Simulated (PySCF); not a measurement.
Consider FH3Si···CH2O (SMILES F[SiH3].C=O).

The calculation's input:

```
{"job": {"kind": "inter", "xc": "wB97M-D3(BJ)", "basis": "def2-TZVPD", "pairs": false}, "charge": 0, "multiplicity": 1, "parts": [{"atoms": "0-4", "charge": 0, "multiplicity": 1}, {"atoms": "5-8", "charge": 0, "multiplicity": 1}]}
Si    -0.375761    -0.053625    -0.043642
F      1.230522    -0.251686     0.292709
H     -0.522039     1.358295    -0.471375
H     -0.664867    -1.042739    -1.116717
H     -1.074048    -0.372755     1.230575
C     -3.670732    -0.734916    -0.419677
O     -2.959871     0.222953    -0.564448
H     -4.767340    -0.675768    -0.593760
H     -3.263379    -1.722160    -0.102441
```

Run with:

```sh
OMP_NUM_THREADS=1 python cluster_run.py task.json out
```

Geometry: PBE0-D3(BJ)/def2-SVPD.

All numbers below come from PySCF 2.14.0, wB97M-D3(BJ)/def2-TZVPD, SCF density, gas phase.

**Predict the electron density and electron localisation function between the atoms.**

Si1···O7 (2.65 Å): the density falls to about 0.12 e/Å³ on the way; the ELF is about 0.10 at the midpoint.
C–O (1.20 Å): ρ at the midpoint is about 3.4 e/Å³; the ELF peaks at about 0.85 between the atoms; a short, multiple covalent bond.
Si–F (1.65 Å): ρ at the midpoint is about 1 e/Å³; the ELF peaks at about 0.85 in the valence shell of F, 0.6 Å from its nucleus, and is about 0.60 at the midpoint.
C–H (1.11 Å): ρ is about 2 e/Å³ halfway; the ELF climbs to about 1 towards the hydrogen, as it does in any bond to H; an ordinary covalent bond to hydrogen.

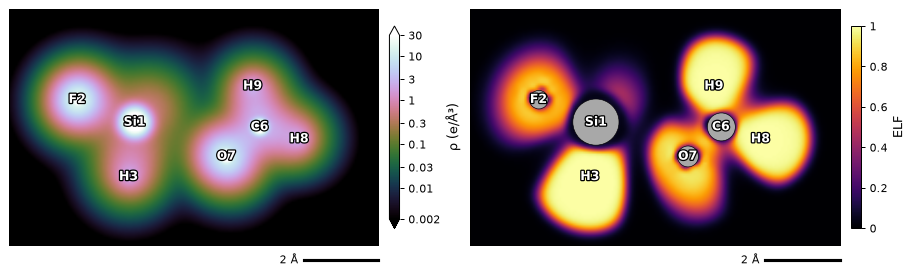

Computed electron density and electron localisation function on the plane of atoms O7, C6 and H8, in this order. Grey discs cover the atomic cores in the ELF map. 
